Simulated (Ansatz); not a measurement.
# Molecular dynamics of CO (part 2 of 2)

CO (disordered cell, 16 atoms in the cell); DFT PBE-D3(BJ), scalar-relativistic, plane waves, PAW, no spin polarisation (Ansatz 0.2.0); cutoff 420 eV, 1×1×1 k-mesh, Fermi–Dirac smearing of 0.05 eV. It belongs to a series of runs on one base structure; here: dynamics from the start.

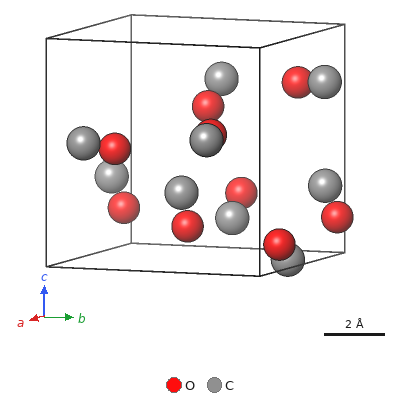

*The geometry at step 150 of the log (spheres-only view of the cell of the calculation, seen slightly off an axis).*

**Trajectory as extended XYZ (Å, eV, eV/Å), 13 of the 301 frames kept, from step=0 to step=300**
```
16
Lattice="7.7418 0.0000 0.0000 0.0000 7.7418 0.0000 0.0000 0.0000 7.7418" Properties=species:S:1:pos:R:3:forces:R:3 step=0 time_fs=0.0 energy=-6533.70842 temperature=1406.2
O     1.1578    0.3283    1.9659    0.0300   0.0410  -0.0155
C     1.7183    1.2799    1.7024   -0.0279  -0.0410   0.0226
O     0.9998    6.7678    6.4777   -0.0902   0.0293  -0.0336
C    -0.0682    7.0557    6.2196    0.0934  -0.0182   0.0267
O     4.2249    6.9566   -0.4281    0.0522   0.0308   0.1600
C     4.6469    7.1816    0.6026   -0.0495  -0.0290  -0.1582
O     1.0657    4.9268    2.8436   -0.0785  -0.0417  -0.0838
C     0.3313    4.5932    2.0440    0.0833   0.0324   0.0900
O     4.7319    3.2955    1.3363    0.0266   0.0116  -0.1157
C     5.0561    3.3508    0.2490   -0.0210  -0.0134   0.1007
O     5.1753    1.4405    4.2683    0.2608   0.0281  -0.0672
C     6.2541    1.5384    3.9202   -0.2817  -0.0223   0.0700
O     4.1301    5.5565    4.1477    0.1922  -0.0584   0.0125
C     5.2197    5.2367    4.1952   -0.1942   0.0617  -0.0075
O     1.9677    3.6611    6.7284   -0.1192  -0.1137  -0.2336
C     1.4734    3.1611    5.8338    0.1237   0.1029   0.2325
16
Lattice="7.7418 0.0000 0.0000 0.0000 7.7418 0.0000 0.0000 0.0000 7.7418" Properties=species:S:1:pos:R:3:forces:R:3 step=25 time_fs=25.0 energy=-6533.26709 temperature=951.8
O     1.1600    0.4589    1.9464    3.4008   3.1296   0.6171
C     2.0202    1.2572    2.1020   -3.4227  -3.1576  -0.6089
O     0.8096    6.7239    6.4673    2.2489  -1.1891   0.0455
C    -0.1814    7.2332    6.4649   -2.1956   1.1837  -0.1296
O     3.8750    6.8049   -0.2876    2.8416   0.9590   1.3768
C     4.8702    7.1353    0.2277   -2.8955  -0.9285  -1.2970
O     1.0035    4.8348    2.7059   -1.6207  -1.2337  -0.9669
C     0.1823    4.1960    2.2014    1.6561   1.2683   0.9722
O     4.7078    3.3475    1.3448   -0.0612  -0.0295   0.0804
C     4.9570    3.5904    0.2654    0.0922  -0.0123  -0.0957
O     5.1559    1.4444    4.4010    4.3230   1.1302  -0.5161
C     6.2928    1.7398    4.2611   -4.3715  -1.1387   0.4871
O     4.0238    5.4909    3.9073   -0.5542   0.0407  -0.0655
C     5.1438    5.4238    4.0409    0.5598  -0.0218   0.0883
O     2.3145    3.6898    6.2882    1.4915   1.2172   1.1714
C     1.5635    3.0968    5.7128   -1.4925  -1.2176  -1.1592
16
Lattice="7.7418 0.0000 0.0000 0.0000 7.7418 0.0000 0.0000 0.0000 7.7418" Properties=species:S:1:pos:R:3:forces:R:3 step=50 time_fs=50.0 energy=-6533.09273 temperature=1715.5
O     1.1053    0.6150    1.7524   -1.0804  -0.1956  -0.3745
C     2.1530    0.7954    2.1213    1.0542   0.1842   0.4157
O     0.7791    6.5738    6.3256   -4.7038   3.4994   0.2391
C    -0.1761    7.3004    6.3685    4.7713  -3.5102  -0.2743
O     3.6609    6.7783   -0.1509   -1.8587   0.0991  -0.3683
C     4.7644    6.8281    0.0302    1.8064   0.0808   0.3865
O     0.9182    4.5291    2.5225    2.8770   1.9846   2.1479
C     0.1460    3.9966    1.9421   -2.8521  -1.9471  -2.1595
O     4.5896    3.1850    1.2452   -0.0484  -0.0273   0.0271
C     4.4258    3.8530    0.3421    0.1747  -0.1893   0.0921
O     5.2558    1.2825    4.4882   -4.7761  -2.5615  -0.1108
C     6.2196    1.8010    4.5125    4.6611   2.5809   0.0371
O     4.1114    5.2837    4.0554   -0.1242   0.0319  -0.0368
C     5.2394    5.3300    3.9553    0.1570   0.0316   0.0101
O     2.4757    3.6472    5.8845    0.1264   0.1492   0.0850
C     1.6257    3.0471    5.4377   -0.1845  -0.2105  -0.1165
16
Lattice="7.7418 0.0000 0.0000 0.0000 7.7418 0.0000 0.0000 0.0000 7.7418" Properties=species:S:1:pos:R:3:forces:R:3 step=75 time_fs=75.0 energy=-6532.89179 temperature=1793.2
O     1.1316    0.7016    1.5461    4.7736  -1.7746   3.8453
C     2.0408    0.3618    2.2667   -4.9331   1.8846  -3.6031
O     0.6822    6.5466    6.0364    2.5802  -3.0737  -1.4968
C     0.0233    7.3397    6.4260   -2.5612   3.0490   1.5099
O     3.5330    6.9852    0.3616    2.3746  -0.8848  -1.1629
C     4.5194    6.5102   -0.0285   -2.1818   1.2425   0.7916
O     0.7768    4.4265    2.5164    0.0677   0.0442   0.0525
C     0.3103    3.9361    1.6062   -0.0622  -0.0048  -0.0769
O     4.4153    3.0671    0.9610    0.8107  -2.0827  -0.0345
C     4.0275    4.1148    0.9575   -0.8276   1.5644   0.1548
O     5.1734    1.0026    4.3848    2.8837   1.5259   0.4751
C     6.1987    1.5417    4.5438   -2.9702  -1.5265  -0.5495
O     4.2806    5.1164    4.2755    2.0937   0.4502  -0.7613
C     5.3564    5.3018    3.8989   -1.9910  -0.3192   0.7032
O     2.4483    3.5796    5.6070    0.6010   0.1002   0.1992
C     1.3777    3.2439    5.4778   -0.6580  -0.1947  -0.0467
16
Lattice="7.7418 0.0000 0.0000 0.0000 7.7418 0.0000 0.0000 0.0000 7.7418" Properties=species:S:1:pos:R:3:forces:R:3 step=100 time_fs=100.0 energy=-6532.91255 temperature=1755.0
O     1.3953    0.6566    1.5281   -1.9622   5.1762  -5.2391
C     1.6647   -0.0738    2.2776    1.7502  -5.0817   5.4022
O     0.7958    6.5576    5.8814   -1.4611   2.1461   0.7475
C     0.1495    7.4638    6.2146    1.4888  -2.1801  -0.6599
O     3.8787    7.0928    0.7026   -0.0854   1.3187   1.4522
C     4.0318    6.4008   -0.1622    0.3178  -1.2202  -1.6375
O     0.5393    4.4143    2.4048    0.3346  -0.5105  -1.2140
C     0.8266    4.0041    1.3733   -0.3101   0.5123   1.2379
O     4.2498    3.1542    0.7981   -0.5271   1.4784   1.4903
C     3.9482    3.9735    1.5569    0.4995  -1.7806  -1.7191
O     5.0307    0.9914    4.1505   -2.9111  -0.3970  -0.2038
C     6.1282    1.1430    4.2443    2.8773   0.4619   0.0998
O     4.5576    5.0542    4.2415   -4.7639  -0.2528   2.0879
C     5.5737    5.1254    3.8418    4.8172   0.4172  -1.8101
O     2.1919    3.5919    5.2388    2.1715   0.5595  -1.3056
C     1.2677    3.3321    5.8038   -2.2361  -0.6474   1.2714
16
Lattice="7.7418 0.0000 0.0000 0.0000 7.7418 0.0000 0.0000 0.0000 7.7418" Properties=species:S:1:pos:R:3:forces:R:3 step=125 time_fs=125.0 energy=-6532.56794 temperature=1465.8
O     1.6305    0.5242    1.3609   -0.1664  -1.2528   1.9746
C     1.6089   -0.1553    2.2978   -0.0265   1.4148  -1.7912
O     0.9917    6.4744    5.7936   -1.1707   4.5195   1.3745
C     0.7199    7.5732    6.1452    1.0858  -4.4476  -1.4318
O     4.2196    7.0893    0.7313   -1.1696  -1.1344  -2.2544
C     3.6711    6.6380   -0.1893    1.4919   1.0465   2.1662
O     0.5926    4.4055    2.2688   -2.9764   1.0958   4.6555
C     1.1579    4.1816    1.3612    2.7516  -1.0499  -4.6252
O     4.0203    3.4200    1.0259    0.2496   0.0208   0.2398
C     3.9116    3.7139    2.1203   -0.2207  -0.4332  -0.7985
O     5.0639    1.2923    3.9257    1.7383  -0.5367   0.3833
C     6.1459    0.9672    4.1532   -1.7573   0.5248  -0.4203
O     4.7068    4.9451    4.3194    4.1276   0.4185  -0.3434
C     5.8590    4.9860    4.0966   -3.8910  -0.0501   0.9413
O     2.0617    3.5544    5.1273   -3.7672  -0.3626   3.8822
C     1.2250    3.4865    5.9770    3.7010   0.2264  -3.9526
16
Lattice="7.7418 0.0000 0.0000 0.0000 7.7418 0.0000 0.0000 0.0000 7.7418" Properties=species:S:1:pos:R:3:forces:R:3 step=150 time_fs=150.0 energy=-6532.10836 temperature=1176.3
O     1.7674    0.4309    1.4030   -0.8568  -0.7840   2.6512
C     1.5868   -0.0831    2.4277    0.2783   1.1512  -2.1468
O     1.1518    6.4988    5.8405   -1.5303  -6.7672  -0.5866
C     1.3686    7.5572    5.9189    1.2966   7.0388   0.3772
O     4.3739    7.1115    0.6993    6.0199   0.3733   4.0524
C     3.4776    7.0606    0.0920   -5.1848  -0.7412  -4.3428
O     0.5166    4.1955    1.9282    2.9308  -0.0086  -2.3966
C     1.4179    4.2224    1.1727   -3.8434   0.3003   2.3049
O     3.8194    3.5577    1.1149    1.0425  -0.6125   2.8861
C     3.9471    3.3908    2.2604   -0.3665   0.2973  -3.1775
O     5.2885    1.5050    3.8081    2.4611  -2.5478   0.8267
C     6.0953    0.6927    4.0452   -2.3245   2.3812  -0.6937
O     4.8780    4.8228    4.3749    0.3137   0.2721   0.2271
C     5.9778    5.1081    4.3221   -0.1617  -0.0737   0.0566
O     2.0183    3.5859    4.9968   -2.4574   0.5630   2.7321
C     1.2414    3.7645    5.8576    2.3826  -0.8422  -2.7704
16
Lattice="7.7418 0.0000 0.0000 0.0000 7.7418 0.0000 0.0000 0.0000 7.7418" Properties=species:S:1:pos:R:3:forces:R:3 step=175 time_fs=175.0 energy=-6531.97940 temperature=1313.5
O     1.6766    0.4117    1.6339   -0.1442   0.1358   0.0122
C     1.4896    0.0017    2.6759    0.0135  -0.0439   0.0827
O     1.1403    6.6837    5.8990    2.0245   3.7698   0.3828
C     1.7545    7.6894    6.0121   -2.6416  -3.3530  -0.9005
O     4.4785    7.0787    0.5260   -5.4262   0.1810  -3.5451
C     3.4549    7.0872   -0.1235    6.2110  -0.4997   3.9960
O     0.5111    3.8931    1.6013   -5.4608  -3.4656   5.1048
C     1.2222    4.3405    0.9269    5.1073   3.6212  -5.1018
O     3.8633    3.6893    1.2268    0.3706   0.4862  -0.7438
C     3.7807    3.0494    2.1511   -0.1189  -0.4657   0.6530
O     5.2474    1.2619    3.7950   -3.7870   3.5108   0.7012
C     6.0436    0.5185    3.6895    3.8968  -3.5466  -0.5794
O     5.1175    5.1114    4.5104   -2.3856  -0.2930   0.4647
C     6.2088    5.2529    4.3215    2.3768   0.1964  -0.4642
O     2.0411    3.7976    4.9347    7.1736  -0.9046  -5.7445
C     1.2098    3.9097    5.6013   -7.2098   0.6707   5.6820
16
Lattice="7.7418 0.0000 0.0000 0.0000 7.7418 0.0000 0.0000 0.0000 7.7418" Properties=species:S:1:pos:R:3:forces:R:3 step=200 time_fs=200.0 energy=-6532.70166 temperature=1338.9
O     1.6998    0.4166    1.8572   -0.5368  -1.8607   3.7407
C     1.5549   -0.1078    2.9027    0.5354   1.8551  -3.8538
O     1.0886    7.0211    6.1203    1.2731   1.6139  -0.1557
C     1.8375    7.8969    6.0178   -1.5764  -1.4677   0.1406
O     4.5597    7.2563    0.4742    2.3415   1.1764   4.0962
C     4.0290    7.0011   -0.4533   -2.1002  -1.2576  -3.9172
O     0.5446    3.7077    1.5039    1.2918   2.8009  -2.1163
C     0.9653    4.5846    0.8480   -1.4316  -2.7766   2.1391
O     3.9501    3.8010    1.2593   -0.1445  -0.7909   0.8952
C     3.7184    3.0588    2.1030    0.1763   0.9186  -0.9822
O     5.0774    1.0849    3.6501    4.1069  -3.9034  -0.9375
C     5.9347    0.2827    3.4196   -3.9654   4.0093   0.9492
O     5.2448    5.6025    4.8633    2.0285  -1.0129  -1.0788
C     6.1920    5.2110    4.3199   -2.0871   0.7705   1.0372
O     2.1412    3.8356    5.1207   -4.5918   0.3083   1.0416
C     0.9918    3.9019    5.4006    4.6800  -0.3830  -0.9982
16
Lattice="7.7418 0.0000 0.0000 0.0000 7.7418 0.0000 0.0000 0.0000 7.7418" Properties=species:S:1:pos:R:3:forces:R:3 step=225 time_fs=225.0 energy=-6532.70922 temperature=1415.5
O     1.7837    0.4939    2.0243    1.7212   4.0553  -5.7815
C     1.5255   -0.1069    2.8868   -1.7196  -4.1089   5.6746
O     1.3026    7.2957    6.4088    0.2319   0.8213  -0.5572
C     1.5768    8.2206    5.7917   -0.2650  -0.8125   0.6441
O     4.8236    7.4010    0.4676   -0.4333  -0.7683  -3.3618
C     4.6525    7.1634   -0.6663    0.0590   1.1912   3.9043
O     0.6488    3.6863    1.3104    0.1029  -0.7210   0.2672
C     0.4496    4.7286    0.9253   -0.1742   0.7272  -0.2386
O     4.0784    3.8550    1.3439    0.6799   1.0099  -1.7912
C     3.7388    3.3249    2.2678   -0.6845  -0.9522   1.7443
O     5.1587    1.0074    3.7622   -4.7526   5.7122   3.8176
C     5.7699    0.2673    3.2759    4.8417  -5.5272  -3.8434
O     5.5698    5.8797    5.1193    0.2770  -0.0774  -0.0336
C     5.7597    5.0557    4.3685    0.0158  -0.5685  -0.4624
O     1.9839    3.8385    5.3624    4.0158  -0.7298   0.4995
C     0.9099    4.0467    5.2257   -3.9161   0.7487  -0.4820
16
Lattice="7.7418 0.0000 0.0000 0.0000 7.7418 0.0000 0.0000 0.0000 7.7418" Properties=species:S:1:pos:R:3:forces:R:3 step=250 time_fs=250.0 energy=-6532.70387 temperature=1785.9
O     1.8373    0.8235    1.9447   -0.9434  -4.1362   2.7402
C     1.6158   -0.1462    2.5948    0.9417   4.1152  -2.7329
O     1.3612    7.6940    6.6086    0.1758  -1.1621   1.1712
C     1.2535    8.4803    5.8164   -0.2044   1.0268  -1.1824
O     5.0606    7.1879    0.2776    0.0165   0.1768  -2.3003
C     5.0823    7.3441   -0.8686   -0.2756   0.1015   2.6735
O     0.7259    3.8668    1.1831   -1.2209   2.2028  -0.5791
C     0.1834    4.8571    0.9179    1.1953  -2.1882   0.5899
O     4.4956    3.7598    1.3758   -0.5252  -0.2724   0.8190
C     3.9080    3.4799    2.3193    0.4014   0.1937  -0.9805
O     5.1854    0.8339    4.1189    2.0626  -2.3283  -5.3112
C     5.6040    0.3445    3.1026   -2.0227   2.5770   5.2658
O     5.9220    5.7652    5.0561   -1.4690  -3.1048  -2.9948
C     5.4501    5.0127    4.2826    1.7654   2.7086   2.8574
O     1.8549    3.7883    5.6438   -2.7738   0.9510  -2.2522
C     0.9670    4.0559    4.9276    2.8762  -0.8615   2.2161
16
Lattice="7.7418 0.0000 0.0000 0.0000 7.7418 0.0000 0.0000 0.0000 7.7418" Properties=species:S:1:pos:R:3:forces:R:3 step=275 time_fs=275.0 energy=-6532.97221 temperature=1315.4
O     1.6794    0.9021    1.8870   -0.4354   2.1050  -1.2301
C     1.8783   -0.0061    2.5009    0.4551  -2.0702   1.4423
O     1.2335    8.0373    7.0148   -0.5826   1.0053  -2.1426
C     0.9354    8.5545    6.0237    0.5522  -1.1280   1.9190
O     5.3331    6.9463    0.1806   -0.3937  -1.2734   2.2139
C     5.4615    7.4557   -0.8007    0.3177   1.2536  -2.1281
O     0.7652    4.2337    1.1011    1.9404  -3.3547   2.0112
C     0.2719    5.0787    0.5962   -1.9200   3.3093  -1.9647
O     4.9173    3.6263    1.5726   -4.3591  -0.6020   3.8222
C     4.0216    3.5006    2.3665    4.2586   0.5067  -4.0306
O     5.2439    0.7498    4.0654    0.2468  -0.3356  -1.3994
C     5.4831    0.4039    2.9976   -0.2297   0.4605   1.3948
O     6.1421    5.2782    4.8847    2.4295   0.6442   1.1335
C     5.1605    5.0112    4.4357   -2.4296  -0.5738  -0.9594
O     1.7564    3.7152    5.6548    0.6248  -0.2748   0.8160
C     1.1337    4.0950    4.7964   -0.4750   0.3280  -0.8980
16
Lattice="7.7418 0.0000 0.0000 0.0000 7.7418 0.0000 0.0000 0.0000 7.7418" Properties=species:S:1:pos:R:3:forces:R:3 step=300 time_fs=300.0 energy=-6532.40709 temperature=1388.3
O     1.3553    0.8893    1.7782    1.6521  -1.2601   2.5122
C     2.0396    0.2702    2.4821   -1.5737   1.4119  -1.5709
O     1.0576    8.2586    7.2221    2.0751  -1.6461   7.0504
C     0.7936    8.4561    6.1977   -2.0409   1.5361  -8.0429
O     5.4625    6.6328   -0.0373    1.0542   5.1127  -2.2638
C     5.7550    7.6939   -0.5037   -1.6079  -4.9216   2.2167
O     0.6474    4.6176    1.0500   -1.0536   1.4891  -1.1757
C     0.1148    5.4230    0.4141    1.4313  -1.7858   1.2594
O     4.9443    3.6268    1.7720    5.0344   1.1057  -4.0355
C     4.1011    3.4425    2.4341   -5.1129  -1.1771   3.7766
O     5.0870    0.8017    3.9815   -1.4167   1.4422   3.3359
C     5.4996    0.3914    3.0432    1.4886  -1.4550  -3.2628
O     6.0965    5.0334    4.8116   -2.4241   0.0870  -0.5939
C     4.9774    5.0837    4.5143    2.4195   0.0303   0.8191
O     1.8168    3.5740    5.3292    1.0612  -1.1321   1.5965
C     1.2843    4.1634    4.5436   -0.9866   1.1628  -1.6214
```

The run was set up as follows.

**The input**
```yaml
crystal:
  lattice:
    - [7.741753, 0.0, 0.0]
    - [0.0, 7.741753, 0.0]
    - [0.0, 0.0, 7.741753]
  atoms:
    - { symbol: O, position: [0.14955826, 0.04240376, 0.25393156] }
    - { symbol: C, position: [0.22195202, 0.16532199, 0.21989951] }
    - { symbol: O, position: [0.12914788, 0.87419022, 0.83671855] }
    - { symbol: C, position: [-0.00880488, 0.9113842, 0.80337952] }
    - { symbol: O, position: [0.54572717, 0.89857648, -0.05530352] }
    - { symbol: C, position: [0.60024469, 0.92765109, 0.07783825] }
    - { symbol: O, position: [0.1376577, 0.63639304, 0.36730871] }
    - { symbol: C, position: [0.04279365, 0.59329697, 0.26402341] }
    - { symbol: O, position: [0.61122373, 0.42568371, 0.17261571] }
    - { symbol: C, position: [0.65309261, 0.43282608, 0.0321626] }
    - { symbol: O, position: [0.66849036, 0.18606878, 0.55133376] }
    - { symbol: C, position: [0.80784174, 0.19871518, 0.50637727] }
    - { symbol: O, position: [0.53347746, 0.71772643, 0.53575364] }
    - { symbol: C, position: [0.67423317, 0.6764264, 0.54189624] }
    - { symbol: O, position: [0.25417337, 0.47289837, 0.86910079] }
    - { symbol: C, position: [0.19031757, 0.40832061, 0.7535543] }
basis:
  ecutwfc: 420.0
kpoints:
  mp_grid: { grid: [1, 1, 1] }
hamiltonian:
  xc: pbe
  dispersion: d3bj
scf:
  occupations: { method: fermi_dirac, width: 0.05 }
  lower_state_search: "off"
md:
  timestep: 1
  n_steps: 300
  ensemble: nvt_langevin
  temperature: 1500.0
  initial_velocities: maxwell_boltzmann
  seed: 315548
  friction: 0.02
```

Launch command:
```bash
ansatz run input.yaml --threads 1 --pin off --max-ram 3072MiB --backend cpu --events-out ev --progress --plain --runs-dir out
```

**Summary**

```csv
quantity,value
outcome,finished
mean temperature over the second half,1493 K
trajectory,"300 steps, 300 fs"
ensemble,nvt_langevin
temperature in the input,1500.0 K
time step,1 fs
electrons treated,80
potential energy (free energy of the electrons) (last step),−6532.4071 eV
Fermi energy (last step),−2.148 eV
largest force (length of the vector) (last step),8.439 eV/Å
hardware,"1 thread of AMD EPYC (Zen 5), 16 GiB of memory available, shared host"
wall time,4.6 min
peak memory,0.5 GiB
```

The k-point mesh is coarse for a cell of this size, so the results may not be converged. So short a trajectory is not equilibrated. The logged temperature at the start can lie below the typed one, since it is counted over all degrees of freedom.
